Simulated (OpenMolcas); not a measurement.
# Pm³⁺ among point charges: CASSCF levels and susceptibility

Aim: the splitting of the states of Pm³⁺ in the field of 6 point charges, its lowest levels with spin-orbit coupling and its magnetic susceptibility.

Program: OpenMolcas 26.06. Level of theory: state-averaged CASSCF, spin-orbit coupling by RASSI with atomic mean-field integrals. These are calculated values, not measurements, unless marked.

**1. The atom as given**

| Property | Result |
| --- | --- |
| Species | Pm³⁺ (promethium, Z = 61, 58 electrons) |
| Basis | ANO-RCC-VTZP [8s7p5d3f2g1h], 104 functions |
| Scalar Hamiltonian | DKH2, point nucleus |
| Inactive shells | 1s 2s 2p 3s 3p 3d 4s 4p 4d 5s 5p |
| Active space | 4 electrons in 7 orbitals (4f) |
| Some configurations of this space | 4f4 |
| Orbitals | optimised for the highest spin of each parity, averaged over all roots |

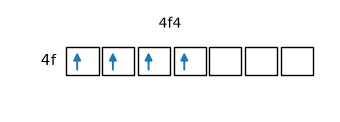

Outer shells as boxes.

The ion sits among 6 point charges of -1.5 e arranged as a trigonal prism (D3h), 2.23 Å from the ion.

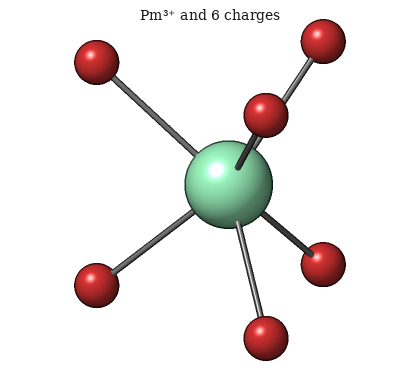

The ion and the point charges (red).

Each step is its own input file, run in one work folder so that later steps find the files of earlier ones. Labels, J, g values, rates, χT and fits are worked out afterwards by a script from the matrices that RASSI stores.

**2. One- and two-electron integrals**

File a.inp:

```
&GATEWAY
Coord
1

Pm 0.0 0.0 0.0
Basis=ANO-RCC-VTZP
Group=NoSym
NoMove
AngMom=0.0 0.0 0.0
AMFI
XField
6 Angstrom 0
1.685553 0.000000 1.460072 -1.500000
-0.842777 1.459732 1.460072 -1.500000
-0.842777 -1.459732 1.460072 -1.500000
1.685553 0.000000 -1.460072 -1.500000
-0.842777 1.459732 -1.460072 -1.500000
-0.842777 -1.459732 -1.460072 -1.500000
&SEWARD
```

Started as:

```console
$ OMP_NUM_THREADS=1 MOLCAS_MEM=2252 MOLCAS_PROJECT=a pymolcas a.inp > a.log
```

**3. CASSCF: quintets, 35 roots**

File a.inp:

```
&RASSCF
FileOrb=start.orb
Symmetry=1
Spin=5
nActEl=4 0 0
Inactive=27
Ras2=7
CIRoot=35 35 1
SDav=35
CIMx=300
Iter=120 100
PrWF=0.3
OrbListing=Nothing
MaxOrb=0
>>> COPY $Project.JobIph JOB001
```

start.orb holds the contracted functions of the basis, ordered by shell, or the orbitals of the step before.

**4. CASSCF: triplets, 162 roots**

File a.inp:

```
&RASSCF
FileOrb=start.orb
Symmetry=1
Spin=3
nActEl=4 0 0
Inactive=27
Ras2=7
CIRoot=162 162 1
SDav=210
CIMx=300
Iter=120 100
PrWF=0.3
OrbListing=Nothing
MaxOrb=0
CIOnly
>>> COPY $Project.JobIph JOB002
```

**5. CASSCF: singlets, 162 roots**

File a.inp:

```
&RASSCF
FileOrb=start.orb
Symmetry=1
Spin=1
nActEl=4 0 0
Inactive=27
Ras2=7
CIRoot=162 162 1
SDav=196
CIMx=300
Iter=120 100
PrWF=0.3
OrbListing=Nothing
MaxOrb=0
CIOnly
>>> COPY $Project.JobIph JOB003
```

**6. State interaction with spin-orbit coupling**

File a.inp:

```
&RASSI
NrOfJobIphs=3 33 106 31
1 2 3 4 5 6 7 8 9 10 11 12 13 14 15 16 17 18 19 20 21 22 23 24 25 26 27
28 29 30 31 32 33
1 2 3 4 5 6 7 8 9 10 11 12 13 14 15 16 17 18 19 20 21 22 23 24 25 26 27
28 29 30 31 32 33 34 35 36 37 38 39 40 41 42 43 44 45 46 47 48 49 50 51
52 53 54 55 56 57 58 59 60 61 62 63 64 65 66 67 68 69 70 71 72 73 74 75
76 77 78 79 80 81 82 83 84 85 86 87 88 89 90 91 92 93 94 95 96 97 98 99
100 101 102 103 104 105 106
1 2 3 4 5 6 7 8 9 10 11 12 13 14 15 16 17 18 19 20 21 22 23 24 25 26 27
28 29 30 31
IphNames
JOB001
JOB002
JOB003
EJob
SpinOrbit
DIPRint=1.0
SOCoupling=1000.0
Subsets=2
Property=9
'ANGMOM' 1 'ANGMOM' 2 'ANGMOM' 3 'MLTPL  1' 1 'MLTPL  1' 2 'MLTPL  1' 3
'AMFI' 1 'AMFI' 2 'AMFI' 3
SOProperty=3
'ANGMOM' 1 'ANGMOM' 2 'ANGMOM' 3
```

Before running it: what results should come out? Wanted: spin-free ground state; first state of the same spin within the active space; lowest level; next level.

The runs gave:

| quantity | value |
| --- | --- |
| method | CASSCF |
| spin-free ground state | 5A1, 1-fold in its orbital part |
| first state of the same spin within the active space | 5E at 40.9 cm⁻¹ |
| lowest level | 1-fold A1 |
| next level | 66.6 cm⁻¹ |
| χT at 300 K | 0.96 cm³ K/mol |
| effective moment at 300 K | 2.77 μB |

In words: The spin-free ground state (5A1) comes to 100 % from free-ion I terms and keeps the highest spin of the shell. The triplets, singlets rest on orbitals optimised for another spin in at least one step, which raises them against the optimised states. Not all states of the active space went into the spin-orbit step. High states of lower spin are left out of the spin-orbit mixing, and CASSCF puts spin-flip levels too high. This is an electrostatic model: the charges have no orbitals.
